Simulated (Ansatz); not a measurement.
# As4 (arsenic tetramer): revPBE/cc-pVDZ

What is the vertical singlet–triplet gap of As4 (arsenic tetramer) at revPBE/cc-pVDZ? 

Program for the calculation: Ansatz 0.2.0.

24 further runs of the same task are left out: 7 that didn't finish, 17 set aside as unsound or not needed. Runs told in other sessions of the task aren't counted.

## 1. The structure to begin with

The species is As4 (4 atoms), meant as a singlet with charge 0. As SMILES, `[As]12[As]3[As]1[As]23`. The shape is that of a PBE0-D4/def2-TZVP optimisation.

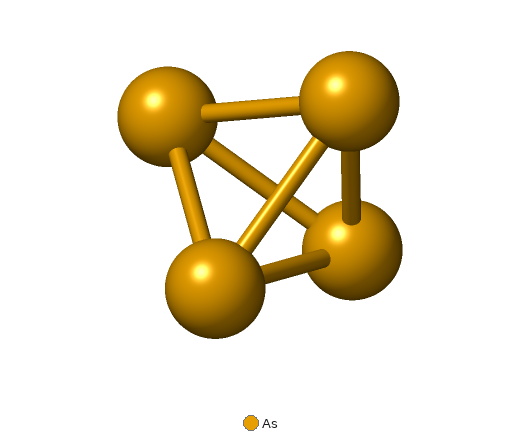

The structure, seen from a chosen angle (arsenic amber).

## 2. The energy at revPBE/cc-pVDZ

File run.yaml:

```yaml
crystal:
  periodic: [false, false, false]
  atoms:
    - {symbol: As, position_ang: [0.408230, -1.037610, 0.980150]}
    - {symbol: As, position_ang: [-0.244980, 1.281220, 0.708840]}
    - {symbol: As, position_ang: [-1.243230, -0.430680, -0.687660]}
    - {symbol: As, position_ang: [1.079970, 0.187070, -1.001320]}
basis:
  gaussian:
    orbitals: cc-pVDZ
hamiltonian:
  xc: {name: revPBE}
accuracy: high
output: {orbitals: {seedname: orbitals}}
```

Started as:

```console
$ ansatz run run.yaml --threads 1 --pin off --max-ram 3480MiB --events-out events.jsonl --progress --plain --runs-dir runs
```

The log of the run:

```text
Warning: RAYON_NUM_THREADS=1 ignored (pool sized by the plan → 1); use --threads N
Functional definition: revPBE
  name "revPBE"
  parameter kappa = 1.245
  parameter beta = 0.06672455060314922
  exchange = pbe_x(kappa = kappa, mu = beta*pi^2/3)
  correlation = pbe_c(beta = beta)
2312 factors; integrals over basis functions are off by at most 4.5e-9 eV
mean field evaluation 1: about -243345.5359 eV, gradient 1.1e1 eV
mean field evaluation 2: about -243345.2575 eV, gradient 1.5e1 eV
mean field evaluation 4: about -243345.9668 eV, gradient 9.2e-2 eV
mean field evaluation 8: about -243345.9485 eV, gradient 4.4e-4 eV
mean field evaluation 16: about -243345.9485 eV, gradient 9.3e-8 eV
mean field -243345.94853835 eV, -8942.7986629763 hartree, gradient 3.1e-8 eV, S^2 0.000000; 0 other end points of the search recorded, 0 dependent functions left out
reference -243345.94854114 eV, -8942.7986630787 hartree; 66, 66 occupied and 42, 42 virtual orbitals, 2312 factors
Total energy: -243345.94854114 eV, -8942.7986630787 hartree
```

It took 8.1 s on 1 thread of Intel Xeon Platinum 8559C (Emerald Rapids), shared host; peak memory 0.34 GiB.

## 3. The triplet at the same level

File in.yaml:

```yaml
crystal:
  periodic: [false, false, false]
  atoms:
    - {symbol: As, position_ang: [0.408230, -1.037610, 0.980150]}
    - {symbol: As, position_ang: [-0.244980, 1.281220, 0.708840]}
    - {symbol: As, position_ang: [-1.243230, -0.430680, -0.687660]}
    - {symbol: As, position_ang: [1.079970, 0.187070, -1.001320]}
basis:
  gaussian:
    orbitals: cc-pVDZ
magnetization:
  spin_polarized: true
  initial_magnetization: 2
output: {orbitals: {seedname: orbitals}}
accuracy: high
hamiltonian:
  xc: {name: revPBE}
```

Started as:

```console
$ ansatz run in.yaml --threads 1 --pin off --max-ram 3480MiB --events-out events.jsonl --progress --plain --runs-dir runs
```

The log of the run, cut to the lines that bear on the results:

```text
Warning: RAYON_NUM_THREADS=1 ignored (pool sized by the plan → 1); use --threads N
[... 2 set-up lines as earlier in the session ...]
[...]
2312 factors; integrals over basis functions are off by at most 4.5e-9 eV
[...]
mean field -243341.98953382 eV, -8942.6531722431 hartree, gradient 8.5e-8 eV, S^2 2.009154; 10 other end points of the search recorded, 0 dependent functions left out
reference -243341.98953670 eV, -8942.6531723490 hartree; 67, 65 occupied and 41, 43 virtual orbitals, 2312 factors
Total energy: -243341.98953670 eV, -8942.6531723490 hartree
```

Run time: 80 s. Hardware: 1 thread of Intel Xeon Platinum 8559C (Emerald Rapids), shared host; peak memory 0.47 GiB.

## 4. Outcome

At revPBE/cc-pVDZ:

| quantity | value |
| --- | --- |
| singlet: total energy | -8942.79866 Eh |
| singlet: HOMO energy | -5.97 eV |
| singlet: LUMO energy | -1.58 eV |
| singlet: HOMO–LUMO gap | 4.40 eV |
| triplet: total energy | -8942.65317 Eh |
| triplet: HOMO energy (highest over α and β) | -2.17 eV |
| triplet: ⟨S²⟩ | 2.009 |
| vertical energy of the triplet above the singlet | 3.959 eV |

In words: At this shape the triplet lies 3.96 eV (91 kcal/mol) above the singlet.
